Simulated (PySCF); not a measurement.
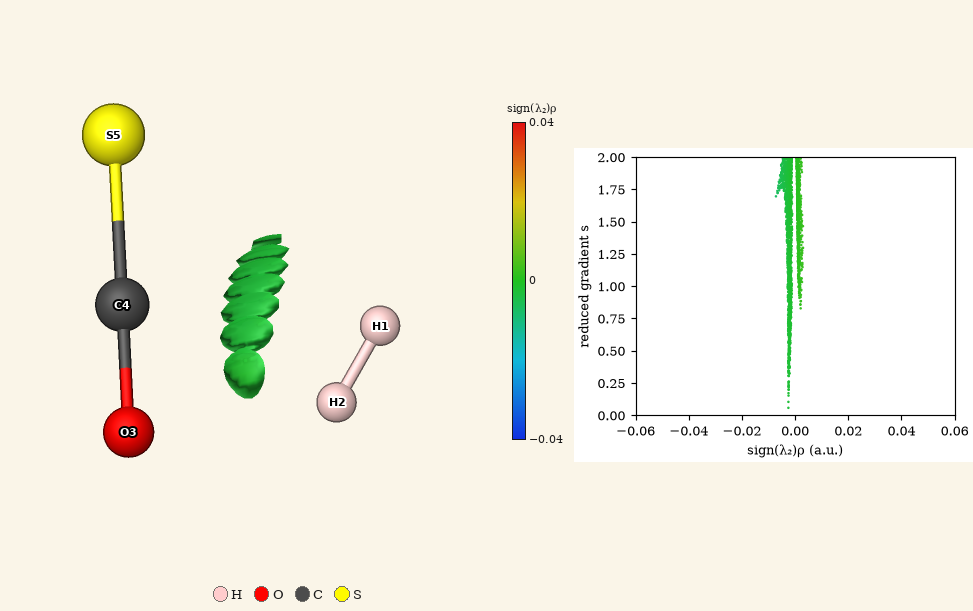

*CH2OS, SMILES `[H][H].O=C=S`. Non-covalent interaction surfaces between the fragments (reduced density gradient s = 0.5, coloured by sign(λ₂)ρ in a.u.; trimmed to the region between the fragments where ρ is under 0.06 a.u.). Fragment A: H2 (atoms 1–2); fragment B: CSO. The plot gives s against sign(λ₂)ρ for grid points between the fragments.*

Level of theory: r2SCAN/def2-TZVP (PySCF), at a geometry from GFN2-xTB. GFN2-xTB bond lengths at metals and heavier atoms can be off by up to 0.1 Å and shapes distorted, which carries into these values.

Question: Interpret the surfaces between the fragments.

Answer: Bond critical points between the fragments: H1···C4, 3.45 Å, ρ = 0.003 a.u., a bond path close to vanishing (ellipticity 1.9). It is weak and appears green (van der Waals range). The pose is a local one from a semi-empirical search, not shown to be the most stable.

Question: How strongly are they bound?

Answer: The counterpoise-corrected interaction energy of the frozen fragments is −0.1 kcal/mol without dispersion correction and −0.2 kcal/mol with D3(BJ). The pair geometry is semi-empirical, not a minimum at this level.

Cost of the run: 30 s on 1 thread of Arm Neoverse V2, with other jobs on the host, peak memory 0.46 GiB.
